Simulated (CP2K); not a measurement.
**C3H11AlO (SMILES C[Al-](C)(C)[OH2+]) at PBE/DZVP-MOLOPT-SR-GTH (core potential)**

Aim: the energy change on altering one bond length of C3H11AlO at PBE/DZVP-MOLOPT-SR-GTH (core potential), from 2 runs. 

Program for the calculation: CP2K 2026.2.

## 1. The molecule

C3H11AlO has 16 atoms, charge 0, and is taken as a singlet. As SMILES, `C[Al-](C)(C)[OH2+]`. The coordinates come from a PBE0-D4/def2-TZVP relaxation. This is one conformer, not always the lowest.

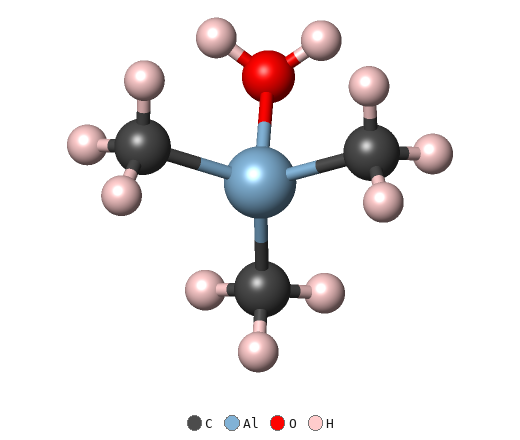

Viewed from a chosen angle; carbon dark grey, aluminium light blue, oxygen red, hydrogen pink.

## 2. A single-point energy at PBE/DZVP-MOLOPT-SR-GTH (core potential)

The input, molecule.inp:

```
&GLOBAL
 PROJECT_NAME molecule
 RUN_TYPE ENERGY
 PRINT_LEVEL MEDIUM
&END GLOBAL
&FORCE_EVAL
 METHOD QUICKSTEP
 &DFT
  BASIS_SET_FILE_NAME BASIS_MOLOPT
  POTENTIAL_FILE_NAME GTH_POTENTIALS
  &QS
   METHOD GPW
   EPS_DEFAULT 1.0E-10
  &END QS
  # plane-wave cutoff in Ry
  &MGRID
   CUTOFF 400
   REL_CUTOFF 50
   NGRIDS 4
  &END MGRID
  &POISSON
   PERIODIC NONE
   POISSON_SOLVER MULTIPOLE
  &END POISSON
  &SCF
   SCF_GUESS ATOMIC
   EPS_SCF 1.0E-06
   MAX_SCF 50
   &OT
    MINIMIZER DIIS
    PRECONDITIONER FULL_SINGLE_INVERSE
   &END OT
   &OUTER_SCF
    EPS_SCF 1.0E-06
    MAX_SCF 10
   &END OUTER_SCF
  &END SCF
  &XC
   &XC_FUNCTIONAL PBE
   &END XC_FUNCTIONAL
  &END XC
  &PRINT
   &MOMENTS
    PERIODIC F
    REFERENCE COM
    MAX_MOMENT 1
   &END MOMENTS
   &MO_CUBES
    NLUMO 5
    NHOMO -1
    WRITE_CUBE F
   &END MO_CUBES
   &HIRSHFELD OFF
   &END HIRSHFELD
  &END PRINT
 &END DFT
 &SUBSYS
  &CELL
   ABC 11.5 11.5 11.5
   PERIODIC NONE
  &END CELL
  &COORD
   UNIT bohr
   C     -1.2056075     1.3664799    -3.2365528
   Al     0.1617228    -0.2655632    -0.1617228
   C      3.2105124     1.2365801     1.3993044
   C     -0.3982598    -3.9138874     0.2693427
   O     -2.3966263     1.2824248     2.3198089
   H     -1.1069071     3.4356733    -3.1874955
   H     -0.1304856     0.7835560    -4.9081101
   H     -3.1732470     0.8420620    -3.6239656
   H      3.4838046     0.6498768     3.3685502
   H      3.2263294     3.3081735     1.3549903
   H      4.9161792     0.6313386     0.3923071
   H     -0.0313695    -4.5452071     2.2056694
   H      0.8581435    -5.0109301    -0.9586203
   H     -2.3313740    -4.4774604    -0.2082100
   H     -1.5284861     2.3090752     3.5481120
   H     -3.5543292     2.3677890     1.4265543
  &END COORD
  &TOPOLOGY
   &CENTER_COORDINATES
   &END CENTER_COORDINATES
  &END TOPOLOGY
  &KIND C
   BASIS_SET DZVP-MOLOPT-SR-GTH-q4
   POTENTIAL GTH-PBE-q4
  &END KIND
  &KIND Al
   BASIS_SET DZVP-MOLOPT-SR-GTH-q3
   POTENTIAL GTH-PBE-q3
  &END KIND
  &KIND O
   BASIS_SET DZVP-MOLOPT-SR-GTH-q6
   POTENTIAL GTH-PBE-q6
  &END KIND
  &KIND H
   BASIS_SET DZVP-MOLOPT-SR-GTH-q1
   POTENTIAL GTH-PBE-q1
  &END KIND
 &END SUBSYS
&END FORCE_EVAL
```

On the command line:

```
$ OMP_NUM_THREADS=1 cp2k.psmp -i molecule.inp > molecule.out 2>&1
```

The program printed (excerpt; [...] marks lines left out):

```text
CP2K| version string:                                       CP2K version 2026.2
[...]
 GLOBAL| Method name                                                        CP2K
[...]
 GLOBAL| Run type                                                         ENERGY
[...]
 DFT| Spin restricted Kohn-Sham (RKS) calculation                            RKS
 DFT| Multiplicity                                                             1
[...]
 DFT| Charge                                                                   0
[...]
 FUNCTIONAL| PBE:
 QS| Method:                                                                 GPW
[...]
 QS| Density cutoff [a.u.]:                                                200.0
[...]
 QS| Relative density cutoff [a.u.]:                                        25.0
[...]
                             - Atoms:                                         16
[...]
                             - Spherical basis functions:                    120
[...]
 Number of electrons:                                                         32
[...]
     1 OT DIIS     0.80E-01    6.0     0.12131948       -38.2815831152 -3.83E+01
[...]
    44 OT DIIS     0.80E-01    4.1     0.00000090       -41.7068615267 -6.19E-10
  *** SCF run converged in    44 steps ***
[...]
  Overlap energy of the core charge distribution:               0.00000244200664
  Self energy of the core charge distribution:               -102.68834024233537
  Core Hamiltonian energy:                                     31.28274884191623
  Hartree energy:                                              43.23831829964737
  Exchange-correlation energy:                                -13.53959086793694
  Total energy:                                               -41.70686152670208
[...]
                     Mulliken Population Analysis
 #  Atom  Element  Kind  Atomic population                           Net charge
       1     C        1          4.467600                             -0.467600
       2     Al       2          2.258011                              0.741989
       3     C        1          4.467588                             -0.467588
       4     C        1          4.455960                             -0.455960
       5     O        3          6.219464                             -0.219464
       6     H        4          0.943515                              0.056485
       7     H        4          0.938415                              0.061585
       8     H        4          0.942885                              0.057115
       9     H        4          0.942896                              0.057104
      10     H        4          0.943485                              0.056515
      11     H        4          0.938392                              0.061608
      12     H        4          0.941232                              0.058768
[...]
  Dipole moment [Debye]
    X= -0.1992263E+01 Y=  0.2639198E+01 Z=  0.1973166E+01  Total=      3.8506963
[...]
 HOMO - LUMO gap [eV] :    5.643737
 ENERGY| Total FORCE_EVAL ( QS ) energy [hartree]            -41.706861526702085
[...]
```

It took 3.2 min on 1 thread of Intel Xeon at 2.70GHz, shared host; peak memory 1.2 GiB.

## 3. The distorted shape at the same level

The input, molecule.xyz:

```xyz
16

C     -0.434918     0.600243    -1.909675
Al     0.288642    -0.263397    -0.282545
C      1.901992     0.531503     0.543515
C     -0.007688    -2.194007    -0.054435
O     -1.268240     0.678630     1.227590
H     -0.382688     1.695213    -1.883715
H      0.134012     0.291773    -2.794225
H     -1.476148     0.322733    -2.114685
H      2.046612     0.221033     1.585595
H      1.910362     1.627743     0.520065
H      2.804592     0.211223     0.010635
H      0.186462    -2.528087     0.970225
H      0.657172    -2.774537    -0.704245
H     -1.030648    -2.492237    -0.307145
H     -0.808840     1.221910     1.877580
H     -1.880870     1.252980     0.754900
```

The input, run.inp:

```
&GLOBAL
  PROJECT run
  RUN_TYPE ENERGY
  PRINT_LEVEL MEDIUM
&END

&FORCE_EVAL
  METHOD Quickstep
  &DFT
    BASIS_SET_FILE_NAME BASIS_MOLOPT
    POTENTIAL_FILE_NAME GTH_POTENTIALS
    # Quickstep
    &QS
      METHOD GPW
      EPS_DEFAULT 1.0E-10
    &END
    # plane-wave cutoff in Ry
    &MGRID
      CUTOFF 400
      REL_CUTOFF 50
      NGRIDS 4
    &END
    # cluster boundary conditions
    &POISSON
      PERIODIC NONE
      POISSON_SOLVER MULTIPOLE
    &END
    &SCF
      SCF_GUESS ATOMIC
      EPS_SCF 1.0E-06
      MAX_SCF 50
      &OT
        MINIMIZER DIIS
        PRECONDITIONER FULL_ALL
      &END
      &OUTER_SCF
        EPS_SCF 1.0E-06
        MAX_SCF 5
      &END
    &END
    # functional
    &XC
      &XC_FUNCTIONAL PBE
      &END
    &END
    &PRINT
      &MOMENTS
        PERIODIC F
        REFERENCE COM
        MAX_MOMENT 1
      &END
      &MO_CUBES
        NLUMO 3
        NHOMO -1
        WRITE_CUBE F
      &END
      &HIRSHFELD OFF
      &END
    &END
  &END
  &SUBSYS
    &CELL
      ABC 11.7 11.5 11.7
      PERIODIC NONE
    &END
    &TOPOLOGY
      COORD_FILE_NAME molecule.xyz
      COORD_FILE_FORMAT XYZ
      &CENTER_COORDINATES
      &END
    &END
    &KIND C
      BASIS_SET DZVP-MOLOPT-SR-GTH-q4
      POTENTIAL GTH-PBE-q4
    &END
    &KIND Al
      BASIS_SET DZVP-MOLOPT-SR-GTH-q3
      POTENTIAL GTH-PBE-q3
    &END
    &KIND O
      BASIS_SET DZVP-MOLOPT-SR-GTH-q6
      POTENTIAL GTH-PBE-q6
    &END
    &KIND H
      BASIS_SET DZVP-MOLOPT-SR-GTH-q1
      POTENTIAL GTH-PBE-q1
    &END
  &END
&END
```

On the command line:

```
$ OMP_NUM_THREADS=1 cp2k.psmp -i run.inp > run.out 2>&1
```

The program printed (excerpt; [...] marks lines left out):

```text
CP2K| version string:                                       CP2K version 2026.2
[...]
 GLOBAL| Method name                                                        CP2K
[...]
 GLOBAL| Run type                                                         ENERGY
[...]
 DFT| Spin restricted Kohn-Sham (RKS) calculation                            RKS
 DFT| Multiplicity                                                             1
[...]
 DFT| Charge                                                                   0
[...]
 FUNCTIONAL| PBE:
 QS| Method:                                                                 GPW
[...]
 QS| Density cutoff [a.u.]:                                                200.0
[...]
 QS| Relative density cutoff [a.u.]:                                        25.0
[...]
                             - Atoms:                                         16
[...]
                             - Spherical basis functions:                    120
[...]
 Number of electrons:                                                         32
[...]
     1 OT DIIS     0.15E+00    3.7     0.15933043       -38.3119171257 -3.83E+01
[...]
    33 OT DIIS     0.15E+00    3.5     0.00000087       -41.7044013066 -1.72E-10
  *** SCF run converged in    33 steps ***
[...]
  Overlap energy of the core charge distribution:               0.00000244200626
  Self energy of the core charge distribution:               -102.68834024233537
  Core Hamiltonian energy:                                     31.18422032431008
  Hartree energy:                                              43.30900888911790
  Exchange-correlation energy:                                -13.50929271973514
  Total energy:                                               -41.70440130663628
[...]
  Dipole moment [Debye]
    X= -0.1769909E+01 Y=  0.2474605E+01 Z=  0.1757047E+01  Total=      3.5133269
[...]
 HOMO - LUMO gap [eV] :    5.741588
 ENERGY| Total FORCE_EVAL ( QS ) energy [hartree]            -41.704401306636278
[...]
```

Run time: 2.2 min. Hardware: 1 thread of Intel Xeon at 2.70GHz, shared host; peak memory 1.2 GiB.

## 4. Summary of results

At PBE/DZVP-MOLOPT-SR-GTH (core potential):

```
                                                          quantity         value
                                         first shape: total energy  -41.70686 Eh
                                        first shape: dipole moment        3.85 D
                                          first shape: HOMO energy      -5.51 eV
                                          first shape: LUMO energy       0.14 eV
                                        first shape: HOMO–LUMO gap       5.64 eV
                                     distorted shape: total energy  -41.70440 Eh
                                    distorted shape: dipole moment        3.51 D
                                      distorted shape: HOMO energy      -5.63 eV
                                      distorted shape: LUMO energy       0.11 eV
                                    distorted shape: HOMO–LUMO gap       5.74 eV
energy change with the Al2–O5 bond stretched from 2.056 to 2.365 Å      0.067 eV
```

With the Al2–O5 bond stretched from 2.056 to 2.365 Å the energy rises by 0.07 eV (1.5 kcal/mol). The first shape isn't relaxed at this level, so the change isn't measured from a minimum.
